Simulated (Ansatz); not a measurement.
# Work function of Re(0001): what the settings cost and change, part 2 of 2

Aim: the work function of Re(0001) across levels of theory at one geometry.

Ansatz 0.2.0; plane-wave DFT, PBE, Ansatz PAW (the session's first sound run).

So far, work function, upper face (eV): step 2 (run, setting PBE, Ansatz PAW (420 eV)) 5.03; step 5 (RPBE) 4.89; step 6 (r2SCAN) 5.10; step 7 (PBE JTH) 5.03; step 8 (PBE norm-conserving) 5.03.

## (9) Run

This step: plane-wave DFT, LDA, norm-conserving (Ansatz 0.2.0).

input.yaml reads:

```yaml
crystal:
  lattice:
    - [2.76, 0.0, 0.0]
    - [1.38, 2.3902301144, 0.0]
    - [0.0, 0.0, 31.3722]
  atoms:
    - { symbol: Re, position: [0.0, 0.0, 0.2868781915] }
    - { symbol: Re, position: [0.6666666667, 0.6666666667, 0.3579187943] }
    - { symbol: Re, position: [0.0, 0.0, 0.4289593972] }
    - { symbol: Re, position: [0.6666666667, 0.6666666667, 0.5] }
    - { symbol: Re, position: [0.0, 0.0, 0.5710406028] }
    - { symbol: Re, position: [0.6666666667, 0.6666666667, 0.6420812057] }
    - { symbol: Re, position: [0.0, 0.0, 0.7131218085] }
kpoints:
  mp_grid: { grid: [17, 17, 1] }
hamiltonian:
  xc: lda
  pseudopotentials: { kind: nc }
scf:
  occupations: { method: fermi_dirac, width: 0.1 }
  convergence: { dr2_threshold: 1.0e-09 }
efield:
  axis: 3
  dipole_correction: true
  ramp_position: 0.97
  ramp_width: 0.06
output:
  write_potential: true
  write_density: true
  volumetric_format: npy
```

Started as:

```bash
> ansatz run input.yaml --threads 4 --pin off --max-ram 6144MiB --backend cpu --events-out ev --progress --plain --runs-dir out
```

Numbers of over 12 decimals in the logs are rounded to 6 here.

Output:

```text
[...]
Crystal: 7 atoms, lattice volume = 206.964 Å³
Basis set: ecut = 979.609905 eV, 14279 PW (Γ)
Bands: 63, of which v1, the nominal top of the filled ones, is band 53 counted from 1 (52 counted from 0)
Symmetry: 6 space group operations
k-points: 33 of 289 (time reversal used)
[...]
k-point 0: bands = [... 49 lower, 8.0123, 8.2334, 8.2334, 8.3826, 8.4122, 8.4122, 9.3656, 9.6531, ... 6 higher]
  k-point 1: bands = [... 49 lower, 8.0457, 8.1222, 8.2793, 8.3422, 8.5320, 8.5406, 9.1902, 9.3371, ... 6 higher]
  k-point 2: bands = [... 49 lower, 8.1368, 8.2070, 8.4406, 8.4603, 8.6336, 8.6432, 8.8396, 8.8831, ... 6 higher]
  k-point 32: bands = [... 49 lower, 7.8855, 9.0749, 9.1232, 9.2681, 9.9545, 11.0437, 11.3028, 11.3066, ... 6 higher]
[key lines of the parts left out:]
SCF converged after 9 iterations
Free energy (F): -16545.179694 eV
Fermi energy:    9.261519 eV
Dipole field:    D = 0.000000 V/Å  (p = 0.000001 e·Å, saw-weighted, corrected)
Work function:   Φ+ = 5.3358 eV   Φ− = 5.3358 eV
```

It took 1.9 min on 4 threads of AMD EPYC 7R43, shared host; peak memory 2.1 GiB; 5.4 min of CPU time.

The work function is 5.336 eV, +0.306 eV from the run “PBE, Ansatz PAW (420 eV)”, at 3.3 times its CPU time.

## (10) Run, setting PBE, all layers relaxed

This step: plane-wave DFT, PBE, Ansatz PAW (Ansatz 0.2.0).

Changes to input.yaml since step 9:

```diff
@@ -16,4 +16,3 @@
 hamiltonian:
-  xc: lda
-  pseudopotentials: { kind: nc }
+  xc: pbe
 scf:
@@ -26,2 +25,5 @@
   ramp_width: 0.06
+relax:
+  f_tol: 0.01
+  max_steps: 40
 output:
```

Output:

```text
[...]
Crystal: 7 atoms, lattice volume = 206.964 Å³
Basis set: ecut = 420 eV, 4047 PW (Γ), exchange–correlation on 40×40×432 points (8 copies of the dense FFT grid, shifted against one another)
Bands: 63, of which v1, the nominal top of the filled ones, is band 53 counted from 1 (52 counted from 0)
Symmetry: 6 space group operations
[...]
- { symbol: Re, position: [0.666667, 0.666667, 0.355243] }
    - { symbol: Re, position: [-2.0592004404454419e-19, 0, 0.428715] }
    - { symbol: Re, position: [0.666667, 0.666667, 0.500000] }
    - { symbol: Re, position: [2.0592007374164688e-19, 0, 0.571285] }
    - { symbol: Re, position: [0.666667, 0.666667, 0.644757] }
    - { symbol: Re, position: [-4.67189035994302e-19, 0, 0.712566] }
[key lines of the parts left out:]
SCF converged after 7 iterations
Free energy (F): -76074.414123 eV
Fermi energy:    9.535406 eV
Dipole field:    D = 0.000000 V/Å  (p = 0.000000 e·Å, saw-weighted, corrected)
Work function:   Φ+ = 4.9364 eV   Φ− = 4.9364 eV
```

Wall time 83 s (4 threads); peak memory 0.8 GiB.

The relaxation took 5 steps and lowered the energy by 0.12 eV; the largest force on the free atoms ends at 8.2e-4 eV/Å.

The work function is 4.936 eV, -0.093 eV from the run “PBE, Ansatz PAW (420 eV)”, at 2.6 times its CPU time.

## (11) Slab

This step: plane-wave DFT, PBE, fully relativistic PAW with spin-orbit coupling (Ansatz 0.2.0).

Changes to input.yaml since step 10:

```diff
@@ -17,2 +17,3 @@
   xc: pbe
+  pseudopotentials: { kind: paw_fr }
 scf:
@@ -25,5 +26,5 @@
   ramp_width: 0.06
-relax:
-  f_tol: 0.01
-  max_steps: 40
+magnetization:
+  noncollinear: true
+  spin_orbit: true
 output:
```

Output:

```text
[...]
non-collinear run that drives no moment, with spin-orbit: no starting moment large enough to seed its density (crystal.atoms[].spin), no starting occupations that ask for one, no magnetisation constraint and no magnetic field, so the semilocal B_xc is pinned to zero
Crystal: 7 atoms, lattice volume = 206.964 Å³
[...]
k-point 1: bands = [... 101 lower, 8.2649, 8.4944, 8.4944, 8.6531, 8.6531, 8.9133, 8.9133, 9.0208, ... 17 higher]
  k-point 2: bands = [... 101 lower, 8.4371, 8.5741, 8.5741, 8.7128, 8.7128, 8.8753, 8.8753, 9.0181, ... 17 higher]
  k-point 32: bands = [... 101 lower, 9.2905, 9.3156, 9.3756, 9.3788, 9.7329, 10.1988, 10.3258, 11.2938, ... 17 higher]
[key lines of the parts left out:]
SCF converged after 12 iterations
Magnetization: |M| = 0.0000 μB,  M = (+0.0000, +0.0000, +0.0000) μB
Free energy (F): -76262.707473 eV
Fermi energy:    9.510898 eV
Dipole field:    D = -0.000000 V/Å  (p = -0.000000 e·Å, saw-weighted, corrected)
Work function:   Φ+ = 5.0698 eV   Φ− = 5.0698 eV
```

Elapsed: 3.2 min, on 4 threads; peak memory 3 GiB.

The work function is 5.070 eV, +0.040 eV from the run “PBE, Ansatz PAW (420 eV)”, at 6.8 times its CPU time.

## (12) Comparing the runs

Times are for 4 threads of AMD EPYC 7R43, shared host. The series side by side:

```csv
no.,setting,"work function, upper face (eV)",time,memory (GiB)
1,"PBE, Ansatz PAW (420 eV)",5.030,44 s,0.88
2,"LDA, Ansatz PAW (420 eV)",5.332,35 s,0.87
3,"PBEsol, Ansatz PAW (420 eV)",5.147,34 s,0.88
4,"RPBE, Ansatz PAW (420 eV)",4.886,37 s,0.88
5,"r2SCAN, Ansatz PAW (500 eV)",5.095,68 s,1.4
6,"PBE, JTH PAW (1290 eV)",5.031,2.6 min,3.3
7,"PBE, norm-conserving (980 eV)",5.029,2 min,2.1
8,"LDA, norm-conserving (980 eV)",5.336,1.9 min,2.1
9,"PBE, all layers relaxed",4.936,83 s,0.8
10,PBE with spin-orbit coupling (420 eV),5.070,3.2 min,3.0
```

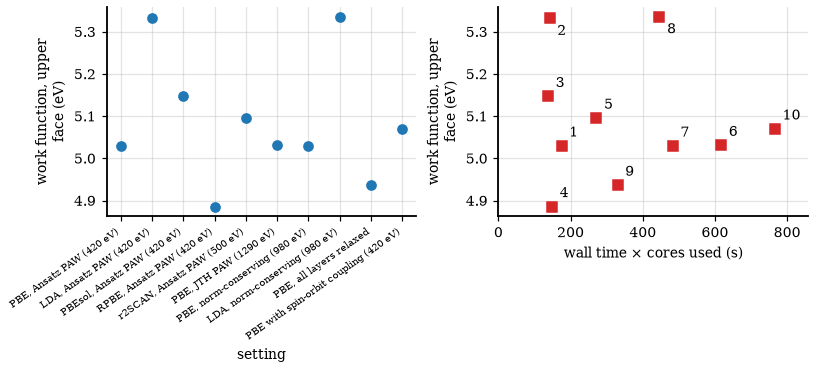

The series as plots; the last panel sets the first result against cost, with the runs numbered as in the table.

## (13) The same run with other settings

This step: plane-wave DFT, PBE, Ansatz PAW (Ansatz 0.2.0).

An input spoilt on purpose, to show how the run answers: it repeats the earlier run “PBE, Ansatz PAW (420 eV)” with efield.ramp_position from 0.97 to 0.475, and scf.max_iter set to 100; its output block differs too.

Changes to input.yaml since step 11:

```diff
@@ -17,3 +17,2 @@
   xc: pbe
-  pseudopotentials: { kind: paw_fr }
 scf:
@@ -21,2 +20,3 @@
   convergence: { dr2_threshold: 1.0e-09 }
+  max_iter: 100
 efield:
@@ -24,7 +24,4 @@
   dipole_correction: true
-  ramp_position: 0.97
+  ramp_position: 0.475
   ramp_width: 0.06
-magnetization:
-  noncollinear: true
-  spin_orbit: true
 output:
```

Output:

```text
Engine: ansatz 0.2.0, x86_64-unknown-linux-gnu
Pseudopotentials: kind: paw
Pseudopotential: Re, paw, valence charge 15, recommended cutoff 420 eV (normal), Re.paw.azcp
Functional definition: PBE
  parameter kappa = 0.804
  parameter beta = 0.066725
  exchange = pbe_x(kappa = kappa, mu = beta*pi^2/3)
  correlation = pbe_c(beta = beta)
Crystal: 7 atoms, lattice volume = 206.964 Å³
Basis set: ecut = 420 eV, 4047 PW (Γ)
Bands: 63, of which v1, the nominal top of the filled ones, is band 53 counted from 1 (52 counted from 0)
Symmetry: 6 space group operations
k-points: 33 of 289 (time reversal used)
Non-local potential: Re, projectors of the file, l = 0: 3, l = 1: 2, l = 2: 2, l = 3: 1
PAW form: soft (Blöchl's): semilocal exchange-correlation on the pseudo side does not see the compensation charge
PAW one-centre angular grid: Re, 590 points (default); XC on 64 Gauss nodes
Initial density: superposition of atomic densities (neutral atoms: chi_scale 0, normalization atom), corrected by the library's trained network
Initial wavefunctions: pseudopotential atomic-orbital guess
Functional: x = pbe(κ = 0.804, μ = 0.219515), c = pbe(β = 0.066725)
Error: efield: ion 3 (Re) at fractional coordinate 0.5000 along the field axis lies inside the sawtooth ramp with 2 of the planes that the density is read on at each end, [0.4657, 0.5443] — the ramp must sit in vacuum (an ion there feels the fictitious reversed slope); set or move the ramp (efield.ramp_position / ramp_width) or move the geometry
```

Elapsed: 0.3 s, on 4 threads; peak memory 0.45 GiB.

The input was rejected at the start.

The program's message: “Error: efield: ion 3 (Re) at fractional coordinate 0.5000 along the field axis lies inside the sawtooth ramp with 2 of the planes that the density is read on at each end, [0.4657, 0.5443] — the ramp m …”

The fault put into the input: the ramp among the atoms.

## (14) Summary of results

```yaml
work_function_pbe_ansatz_paw_420_ev: 5.030 eV
work_function_lda_ansatz_paw_420_ev: 5.332 eV
work_function_rpbe_ansatz_paw_420_ev: 4.886 eV
work_function_r2scan_ansatz_paw_500_ev: 5.095 eV
work_function_lda_norm_conserving_980_ev: 5.336 eV
work_function_pbe_all_layers_relaxed: 4.936 eV
work_function_pbe_with_spin_orbit_coupling_420_ev: 5.070 eV
```

PBE on the default files gives 5.03 eV, and the settings tried spread the value from 4.89 to 5.34 eV. At one geometry LDA lies 0.30 eV above PBE. The choice of pseudopotentials moves the PBE value by 0.002 eV. Relaxing the layers changes it by -0.093 eV. Spin-orbit coupling, on the fully relativistic files, changes it by +0.04 eV. The ladder's slabs use the tabulated experimental lattice constant (two decimals; a low-temperature value for the alkali metals).

Calculation against experiment:

| quantity | measured | PBE, Ansatz PAW (420 eV) | PBEsol, Ansatz PAW (420 eV) | RPBE, Ansatz PAW (420 eV) | LDA, norm-conserving (980 eV) | PBE, all layers relaxed | PBE with spin-orbit coupling (420 eV) |
| --- | --- | --- | --- | --- | --- | --- | --- |
| work function (clean (0001) face, a compiled value) (eV) | 5.15 | 5.03 (-0.12 eV) | 5.15 (-0.00 eV) | 4.89 (-0.26 eV) | 5.34 (+0.19 eV) | 4.94 (-0.21 eV) | 5.07 (-0.08 eV) |

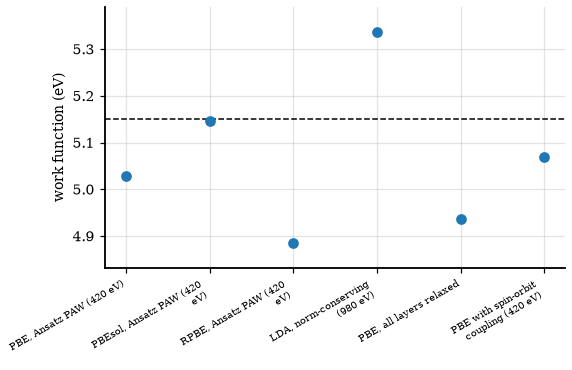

The work function by level; the dashed line is the measured value.

Of 8 levels, the nearest, the farthest and some others are shown.

Measured values from arxiv:1902.07811 (2019).

Verdict: For the work function, of the levels listed nearest comes PBEsol, Ansatz PAW (420 eV) (-0.00 eV, good agreement) and farthest RPBE, Ansatz PAW (420 eV) (-0.26 eV, fair agreement). The grades are ours: good and fair within 3 and 7 % for the work function.

[Logs are printed without paths, hosts, clocks, repeated set-up lines and the standing remarks that a program may print on its own settings, such as how far it seeks lower states.]

[Hosts, paths, dates, database ids (printed as entryN), source tags and the programs' standing remarks are cut or masked in the printed files.]

[Maps of the electrostatic potential energy from Ansatz leave out the sawtooth potential of an applied field or a dipole correction, so their vacuum need not be flat; planar profiles and work functions include it.]
